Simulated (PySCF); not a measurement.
**C2H3OSi (SMILES [C]#C[SiH2]O) at UB2PLYP/def2-SVP**

What is the vertical ionisation energy of C2H3OSi at UB2PLYP/def2-SVP? 

The results are computed with PySCF 2.14.0.

### 1 The structure to begin with

C2H3OSi has 7 atoms, charge 0, and is taken as a doublet. As SMILES, `[C]#C[SiH2]O`. Geometry: relaxed at PBE0-D4/def2-TZVP. This is one conformer, not always the lowest.

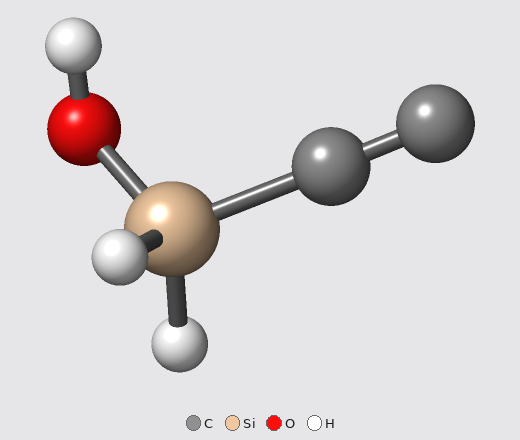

The structure, seen from a chosen angle (carbon grey, silicon light orange, oxygen red, hydrogen white).

### 2 The energy at UB2PLYP/def2-SVP

Input file input.xyz:

```xyz
7
C2H3OSi
C      0.791900    -2.383800     0.809900
C      0.496100    -1.231800     0.570300
Si     0.076200     0.507700     0.171200
O     -1.162800     0.586900    -0.897700
H      1.315200     1.128900    -0.358000
H     -0.387900     1.188500     1.396200
H     -1.067400     0.135800    -1.737700
```

Input file calc.py:

```python
from pyscf import gto, dft, mp

mol = gto.M(
    atom='input.xyz',
    spin=1,
    basis='def2-svp',
    max_memory=1860,
    verbose=4,
)

mf = dft.UKS(mol)
mf.xc = '0.53*HF + 0.47*B88, 0.73*LYP'
mf.conv_tol = 1e-10
mf.grids.level = 6
mf.kernel()
if not mf.converged:
    mf = mf.newton().run(mf.mo_coeff, mf.mo_occ)

pt = mp.MP2(mf, frozen=8).run()
etot = mf.e_tot + 0.27 * pt.e_corr
print('PT2 part  %.8f' % (0.27 * pt.e_corr))
print('E(%s) = %.9f' % ('B2PLYP', etot))
```

Launch:

```sh
OMP_NUM_THREADS=1 python calc.py
```

The program printed:

```text
PySCF version 2.14.0

[INPUT] num. atoms = 7
[INPUT] num. electrons = 37
[INPUT] charge = 0
[INPUT] spin (= nelec alpha-beta = 2S) = 1
[INPUT] symmetry False subgroup None
[INPUT] Mole.unit = angstrom
[INPUT] Symbol           X                Y                Z      unit          X                Y                Z       unit  Magmom
[INPUT]  1 C      0.791900000000  -2.383800000000   0.809900000000 AA    1.496474118043  -4.504729135738   1.530489188285 Bohr   0.0
[INPUT]  2 C      0.496100000000  -1.231800000000   0.570300000000 AA    0.937493130397  -2.327764640239   1.077710808839 Bohr   0.0
[INPUT]  3 Si     0.076200000000   0.507700000000   0.171200000000 AA    0.143997130692   0.959413953442   0.323521112526 Bohr   0.0
[INPUT]  4 O     -1.162800000000   0.586900000000  -0.897700000000 AA   -2.197373537644   1.109080262507  -1.696407142022 Bohr   0.0
[INPUT]  5 H      1.315200000000   1.128900000000  -0.358000000000 AA    2.485367799028   2.133311822021  -0.676521952594 Bohr   0.0
[INPUT]  6 H     -0.387900000000   1.188500000000   1.396200000000 AA   -0.733024763719   2.245939499046   2.638435615118 Bohr   0.0
[INPUT]  7 H     -1.067400000000   0.135800000000  -1.737700000000 AA   -2.017093665361   0.256624807716  -3.283777086657 Bohr   0.0

nuclear repulsion = 133.469214067193
number of shells = 35
number of NR pGTOs = 129
number of NR cGTOs = 75
basis = def2-svp
ecp = {}

******** <class 'pyscf.dft.uks.UKS'> ********
method = UKS
initial guess = minao
damping factor = 0
level_shift factor = 0
DIIS = <class 'pyscf.scf.diis.CDIIS'>
diis_start_cycle = 1
diis_space = 8
diis_damp = 0
SCF conv_tol = 1e-10
SCF conv_tol_grad = None
SCF max_cycles = 50
direct_scf = True
direct_scf_tol = 1e-13
number electrons alpha = 19  beta = 18
XC library pyscf.dft.libxc version 7.0.0
[... 76 lines left out ...]
cycle= 15 E= -441.939564428305  delta_E= -1.68e-08  |g|= 4.76e-05  |ddm|= 0.000417
[... the frontier-level lines of each cycle are left out ...]
cycle= 16 E= -441.939564432382  delta_E= -4.08e-09  |g|= 1.37e-05  |ddm|= 0.000196
cycle= 17 E= -441.939564433061  delta_E= -6.79e-10  |g|= 8.38e-06  |ddm|= 5.2e-05
cycle= 18 E= -441.939564433388  delta_E= -3.27e-10  |g|= 5.69e-06  |ddm|= 3.58e-05
cycle= 19 E= -441.939564433594  delta_E= -2.05e-10  |g|= 3.97e-06  |ddm|= 2.88e-05
cycle= 20 E= -441.939564433755  delta_E= -1.62e-10  |g|= 2.11e-06  |ddm|= 3.84e-05
cycle= 21 E= -441.939564433801  delta_E= -4.6e-11  |g|= 1.03e-06  |ddm|= 2.33e-05
Extra cycle  E= -441.939564433805  delta_E= -3.98e-12  |g|= 8.43e-07  |ddm|= 2.8e-06
converged SCF energy = -441.939564433805  <S^2> = 0.82387509  2S+1 = 2.0725589

******** <class 'pyscf.mp.ump2.UMP2'> ********
nocc = (np.int64(11), np.int64(10)), nmo = (67, 67)
frozen orbitals 8
E(UMP2) = -442.556763585278  E_corr = -0.617199151472691
E(SCS-UMP2) = -442.545581272185  E_corr = -0.606016838379746
E_corr(same-spin) = -0.155333242370173
E_corr(oppo-spin) = -0.461865909102518
PT2 part  -0.16664377
E(B2PLYP) = -442.106208205
```

It took 62 s on 1 thread of Arm Neoverse V1, shared host; peak memory 0.4 GiB.

### 3 The singlet cation at the same level

Input file calc.py:

```python
from pyscf import gto, dft, mp

mol = gto.M(
    atom='''
C      1.496474    -4.504729     1.530489
C      0.937493    -2.327765     1.077711
Si     0.143997     0.959414     0.323521
O     -2.197374     1.109080    -1.696407
H      2.485368     2.133312    -0.676522
H     -0.733025     2.245939     2.638436
H     -2.017094     0.256625    -3.283777
''',
    charge=1,
    max_memory=1860,
    verbose=3,
    basis='def2-svp',
    unit='bohr',
)

ks = dft.RKS(mol)
ks.xc = '0.53*HF + 0.47*B88, 0.73*LYP'
ks.grids.level = 6
ks.conv_tol = 1e-10
ks.kernel()
if not ks.converged:
    ks = ks.newton().run(ks.mo_coeff, ks.mo_occ)

pt = mp.MP2(ks, frozen=8).run()
etot = ks.e_tot + 0.27 * pt.e_corr
print('PT2 part  %.8f' % (0.27 * pt.e_corr))
print(f'total energy: {etot:.8f} hartree')
```

Launch:

```sh
OMP_NUM_THREADS=1 python calc.py
```

The program printed:

```text
converged SCF energy = -441.447139387906
E(RMP2) = -442.228471654502  E_corr = -0.78133226659627
E(SCS-RMP2) = -442.218460124336  E_corr = -0.771320736430259
PT2 part  -0.21095971
total energy: -441.65809910 hartree
```

Wall time 34 s (1 thread of Arm Neoverse V1, shared host); peak memory 0.38 GiB.

### 4 Results

Level: UB2PLYP/def2-SVP, 8 core orbitals frozen.

| quantity | value |
| --- | --- |
| doublet C2H3OSi: total energy | -442.10621 Eh |
| doublet C2H3OSi: dipole moment (SCF part) | 1.28 D |
| doublet C2H3OSi: HOMO energy (SCF part's orbitals) (highest over α and β) | -9.32 eV |
| doublet C2H3OSi: LUMO energy (SCF part's orbitals) (lowest over α and β) | -2.88 eV |
| doublet C2H3OSi: ⟨S²⟩ | 0.824 |
| singlet cation: total energy | -441.65810 Eh |
| singlet cation: HOMO energy (SCF part's orbitals) | -16.03 eV |
| singlet cation: LUMO energy (SCF part's orbitals) | -13.56 eV |
| singlet cation: HOMO–LUMO gap (SCF part's orbitals) | 2.47 eV |
| vertical ionisation energy (to the singlet cation) | 12.194 eV |

In words: The vertical ionisation energy comes to 12.19 eV (1177 kJ/mol). Only the singlet of the ionised species was computed; a triplet could lie lower.
